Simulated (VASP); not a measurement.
# MnCuO2 (Crednerite): structure and properties in VASP, part 11 of 11

Aim: relax MnCuO2 (Crednerite) with PBEsol + U, compute its properties on that cell and hold them against experiment. The start is a cell from a database of measured crystal structures.

VASP 6.6.1; PBEsol, DFT+U (Cu d 5 eV, Mn d 4 eV), spin-polarised from a ferromagnetic start; plane waves and PAW (Mn_pv, Cu, O).

Still holding for the runs below: The cell holds one magnetic atom, so no antiferromagnetic order fits into it.

So far. Step 14 (Volume scan with PBEsol + U, volume scale 1.06): The pressure falls from -5.56 to -7.89 GPa. The parabola predicted -7.83 GPa, +0.05 GPa off. Step 16 (Fit for PBEsol + U): The fitted volume lies +0.14 % from the relaxed one. At a finite cutoff and mesh the minimum of the energy and the zero of the stress don't quite coincide, and the relaxation stops at a threshold. The atoms bear forces along the scan, since they were held; freeing them would lower the modulus.

The database entry behind the starting cell differs from later determinations by our own check (a about 1 % short, old inner coordinates), so it need not match the best structure at ambient conditions.

## Step 17: Self-consistent run (PBEsol + U), changed input (continued)

Parts of OUTCAR (step 17):

```text
   k-points           NKPTS =     14   k-points in BZ     NKDIM =     14   number of bands    NBANDS=     26

   NELECT =      36.0000    total number of electrons

atom =   1  type =  1  l = 2

 onsite density matrix

spin component  1

  0.8029  0.2081  0.0000  0.0000  0.0000
  0.2081  0.6652  0.0000  0.0000  0.0000
  0.0000  0.0000  0.9553 -0.0050  0.0011
  0.0000  0.0000 -0.0050  0.9662  0.0090
  0.0000  0.0000  0.0011  0.0090  0.9698

spin component  2

  0.1192 -0.0982  0.0000  0.0000  0.0000
 -0.0982  0.1750  0.0000  0.0000  0.0000
  0.0000  0.0000  0.0400 -0.0039  0.0060
  0.0000  0.0000 -0.0039  0.0892  0.0362
  0.0000  0.0000  0.0060  0.0362  0.0893

 occupancies and eigenvectors

  o =  0.0369  v =  0.0000  0.0000  0.0000  0.0000  0.0000  0.0000  0.0000  0.9169  0.2715 -0.2925      0.0000  0.0000  0.0000  0.0000  0.0000  0.0000  0.0000  0.0000  0.0000  0.0000
  o =  0.0450  v =  0.0000  0.0000  0.0000  0.0000  0.0000 -0.7979 -0.6028  0.0000  0.0000  0.0000      0.0000  0.0000  0.0000  0.0000  0.0000  0.0000  0.0000  0.0000  0.0000  0.0000
  o =  0.0562  v =  0.0000  0.0000  0.0000  0.0000  0.0000  0.0000  0.0000 -0.3988  0.6549 -0.6420      0.0000  0.0000  0.0000  0.0000  0.0000  0.0000  0.0000  0.0000  0.0000  0.0000
  o =  0.1255  v =  0.0000  0.0000  0.0000  0.0000  0.0000  0.0000  0.0000  0.0172  0.7053  0.7087      0.0000  0.0000  0.0000  0.0000  0.0000  0.0000  0.0000  0.0000  0.0000  0.0000
  o =  0.2492  v =  0.0000  0.0000  0.0000  0.0000  0.0000 -0.6028  0.7979  0.0000  0.0000  0.0000      0.0000  0.0000  0.0000  0.0000  0.0000  0.0000  0.0000  0.0000  0.0000  0.0000
  o =  0.5149  v =  0.5856 -0.8106  0.0000  0.0000  0.0000  0.0000  0.0000  0.0000  0.0000  0.0000      0.0000  0.0000  0.0000  0.0000  0.0000  0.0000  0.0000  0.0000  0.0000  0.0000
  o =  0.9521  v =  0.0000  0.0000  0.8287  0.4779 -0.2913  0.0000  0.0000  0.0000  0.0000  0.0000      0.0000  0.0000  0.0000  0.0000  0.0000  0.0000  0.0000  0.0000  0.0000  0.0000
  o =  0.9532  v = -0.8106 -0.5856  0.0000  0.0000  0.0000  0.0000  0.0000  0.0000  0.0000  0.0000      0.0000  0.0000  0.0000  0.0000  0.0000  0.0000  0.0000  0.0000  0.0000  0.0000
  o =  0.9619  v =  0.0000  0.0000 -0.5486  0.5906 -0.5918  0.0000  0.0000  0.0000  0.0000  0.0000      0.0000  0.0000  0.0000  0.0000  0.0000  0.0000  0.0000  0.0000  0.0000  0.0000
  o =  0.9774  v =  0.0000  0.0000 -0.1108  0.6502  0.7516  0.0000  0.0000  0.0000  0.0000  0.0000      0.0000  0.0000  0.0000  0.0000  0.0000  0.0000  0.0000  0.0000  0.0000  0.0000

atom =   2  type =  2  l = 2

 onsite density matrix

spin component  1

  0.9522 -0.0018  0.0000  0.0000  0.0000
 -0.0018  0.9547  0.0000  0.0000  0.0000
  0.0000  0.0000  0.8733 -0.0052 -0.0030
  0.0000  0.0000 -0.0052  0.9630  0.0012
  0.0000  0.0000 -0.0030  0.0012  0.9508

spin component  2

  0.9527  0.0007  0.0000  0.0000  0.0000
  0.0007  0.9689  0.0000  0.0000  0.0000
  0.0000  0.0000  0.8706 -0.0076 -0.0011
  0.0000  0.0000 -0.0076  0.9690  0.0007
  0.0000  0.0000 -0.0011  0.0007  0.9524

 occupancies and eigenvectors

  o =  0.8700  v =  0.0000  0.0000  0.0000  0.0000  0.0000  0.0000  0.0000  0.9970  0.0769  0.0129      0.0000  0.0000  0.0000  0.0000  0.0000  0.0000  0.0000  0.0000  0.0000  0.0000
  o =  0.8729  v =  0.0000  0.0000  0.9976  0.0571  0.0381  0.0000  0.0000  0.0000  0.0000  0.0000      0.0000  0.0000  0.0000  0.0000  0.0000  0.0000  0.0000  0.0000  0.0000  0.0000
  o =  0.9508  v =  0.0000  0.0000  0.0318  0.1078 -0.9937  0.0000  0.0000  0.0000  0.0000  0.0000      0.0000  0.0000  0.0000  0.0000  0.0000  0.0000  0.0000  0.0000  0.0000  0.0000
  o =  0.9512  v = -0.8822 -0.4709  0.0000  0.0000  0.0000  0.0000  0.0000  0.0000  0.0000  0.0000      0.0000  0.0000  0.0000  0.0000  0.0000  0.0000  0.0000  0.0000  0.0000  0.0000
  o =  0.9523  v =  0.0000  0.0000  0.0000  0.0000  0.0000  0.0000  0.0000  0.0093  0.0470 -0.9989      0.0000  0.0000  0.0000  0.0000  0.0000  0.0000  0.0000  0.0000  0.0000  0.0000
  o =  0.9526  v =  0.0000  0.0000  0.0000  0.0000  0.0000 -0.9989  0.0459  0.0000  0.0000  0.0000      0.0000  0.0000  0.0000  0.0000  0.0000  0.0000  0.0000  0.0000  0.0000  0.0000
  o =  0.9556  v = -0.4709  0.8822  0.0000  0.0000  0.0000  0.0000  0.0000  0.0000  0.0000  0.0000      0.0000  0.0000  0.0000  0.0000  0.0000  0.0000  0.0000  0.0000  0.0000  0.0000
  o =  0.9635  v =  0.0000  0.0000 -0.0608  0.9925  0.1057  0.0000  0.0000  0.0000  0.0000  0.0000      0.0000  0.0000  0.0000  0.0000  0.0000  0.0000  0.0000  0.0000  0.0000  0.0000
  o =  0.9690  v =  0.0000  0.0000  0.0000  0.0000  0.0000  0.0459  0.9989  0.0000  0.0000  0.0000      0.0000  0.0000  0.0000  0.0000  0.0000  0.0000  0.0000  0.0000  0.0000  0.0000
  o =  0.9696  v =  0.0000  0.0000  0.0000  0.0000  0.0000  0.0000  0.0000 -0.0774  0.9959  0.0462      0.0000  0.0000  0.0000  0.0000  0.0000  0.0000  0.0000  0.0000  0.0000  0.0000

 E-fermi :   5.0962

 spin component 1
 k-point     1 :       0.0000    0.0000    0.0000
  band No.  band energies     occupation
    ...
     16       2.0926      1.00000
     17       2.1887      1.00000
     18       2.2902      1.00000
     19       2.3687      1.00000
     20       4.8854      0.99857
     21       6.5840      0.00000
     22       7.0028      0.00000
     23      10.9882      0.00000
     24      12.7801      0.00000
     25      17.7074      0.00000
    ...

 k-point     2 :       0.2500    0.0000    0.0000
  band No.  band energies     occupation
    ...
     16       2.1810      1.00000
     17       2.4931      1.00000
     18       2.7969      1.00000
     19       3.0272      1.00000
     20       4.1978      1.00000
     21       5.7372      0.00000
     22       7.8908      0.00000
     23      12.8236      0.00000
     24      13.4025      0.00000
     25      15.9608      0.00000
    ...

  Total        0.0107154      0.0362877      0.0690768      0.0000000      0.0000000     -0.0125516
  in kB        0.3726311      1.2619191      2.4021695      0.0000000      0.0000000     -0.4364860
  external PRESSURE =       1.3455732 kB  Pullay stress =       0.0000000 kB

 POSITION                                       TOTAL-FORCE (eV/Angst)
 -----------------------------------------------------------------------------------
      0.00000      0.00000      0.00000         0.000000     -0.000000      0.000000
      2.07066      0.00000      2.85040         0.000000      0.000000      0.000000
      1.98525      0.00000      1.04332        -0.016768     -0.000000     -0.020419
      2.15608      0.00000      4.65748         0.016768     -0.000000      0.020419
 -----------------------------------------------------------------------------------
    total drift:                                0.000000     -0.000000      0.000000

  FREE ENERGIE OF THE ION-ELECTRON SYSTEM (eV)
  ---------------------------------------------------
  free  energy   TOTEN  =       -25.7501036475 eV

  energy  without entropy=      -25.7500816496  energy(sigma->0) =      -25.75009265

 magnetization (x)
# of ion       s       p       d       tot
------------------------------------------
    1        0.036   0.033   3.841   3.909
    2        0.011   0.007  -0.019  -0.002
    3        0.006  -0.023   0.000  -0.018
    4        0.006  -0.023   0.000  -0.018
--------------------------------------------------
tot          0.058  -0.008   3.821   3.872

[... 6 parts as in an earlier step ...]

[... 15 further parts left out ...]
```

The run converged; its settings lie outside those of the reference runs, so its numbers are set aside.

Against the sound run on this cell (volume scan with PBEsol + U) the energy at zero smearing moves by +3.2 meV an atom and the pressure by +0.14 GPa.

Settings moved from the usual: SIGMA = 0.1 and k-mesh = 4×4×2.

The mesh holds 14 irreducible points against 95.

## Step 18: Results

```
relaxed volume                            : 11.52 Å³/atom
relaxed conventional cell a, b, c         : 5.586, 2.917, 5.823 Å; angles 90.0, 103.7, 90.0°
space group after relaxing, within 0.02 Å : C2/m (No. 12)
moment of the cell (13×13×6 mesh)         : 4 μB
largest site moment (13×13×6 mesh)        : 3.91 μB on Mn1
band gap                                  : 0.351 eV, indirect (least direct gap of that run 1.09 eV)
gap on the dense mesh                     : 0.361 eV
highest zone-centre mode                  : 674 cm⁻¹
bulk modulus from the fit                 : 153 GPa
volume from the fit                       : 11.5 Å³/atom
```

In words: With PBEsol + U, MnCuO2 (Crednerite) relaxes to 11.52 Å³/atom in space group C2/m, has an indirect gap of 0.351 eV, keeps moments of up to 3.91 μB (13×13×6 mesh) and has a bulk modulus of 153 GPa at fixed shape and positions, an upper bound. Against the listed cell the volume lies +1.2 % (a +1.0 %, b +1.1 %, c -1.3 %). Band structure (PBEsol + U), spin up: On this path the gap is indirect, 0.35 eV, with the valence top at Γ and the conduction bottom between I1 and Z. The least direct gap is 1.09 eV. Band structure (PBEsol + U), spin down: The path shows an indirect gap of 2.45 eV (valence top between X and Γ, conduction bottom at Γ). The least direct gap is 2.63 eV. Zone-centre phonons (PBEsol + U): The highest mode at Γ, 673.6 cm⁻¹, is mostly motion of O (78 % of the kinetic energy). A measured bulk modulus is not set beside the scan, since shape and positions were held. Semilocal functionals usually underestimate gaps. Only the typed magnetic starts were tried, so the magnetic ground state may differ and with it the other results. Modes at Γ alone can't show that the crystal is stable at other wave vectors, and the LO-TO splitting is not included. No search among competing phases was made, and a listed structure need not be the one stable at ambient conditions. All values are for a static lattice at zero temperature.

Computed beside measured:

| quantity | measured | PBEsol, DFT+U |
| --- | --- | --- |
| Raman mode, Ag in-plane mode (cm⁻¹) | 312.5 | 316 (+1.0 %) |
| Raman mode, Bg in-plane mode (cm⁻¹) | 388.8 | 371 (-4.6 %) |
| Raman mode, Ag, O-Cu-O stretch (cm⁻¹) | 688.7 | 666 (-3.3 %) |

Measured values from arxiv:2104.06281 (2021).

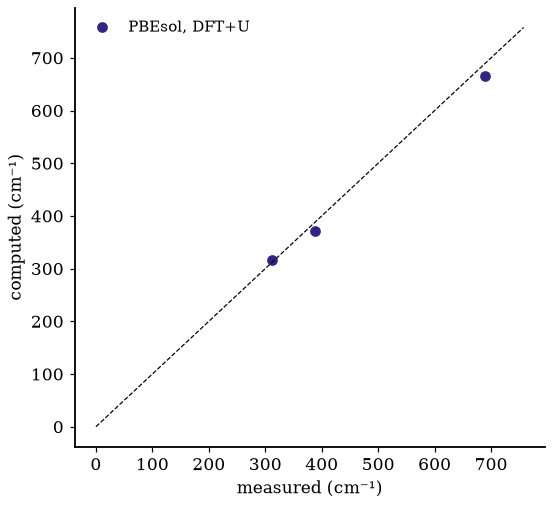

Computed against measured frequencies; the dashed line marks agreement.

Verdict: Measured modes were matched to the nearest mode of that symmetry; at PBEsol, DFT+U, 3 of them have a partner, and the computed frequencies miss them by 3.0 % on average (mean signed -2.3 %). The magnetic state of these runs (an ordered one) need not be that of the sample, so the match is not graded. For Raman mode the calculation has a static lattice, without zero-point motion or thermal expansion.

[Lines on the potential files, build, host, timing and source positions are cut from VASP's logs without a mark.]

[Logs are printed without paths, hosts, clocks, repeated set-up lines and the standing remarks that a program may print on its own settings, such as how far it seeks lower states.]

[Hosts, paths, dates, database ids (printed as entryN), source tags and the programs' standing remarks are cut or masked in the printed files.]

[Measured values are set beside computed ones only where the two were judged alike; some that the calculation misses by far are left out.]
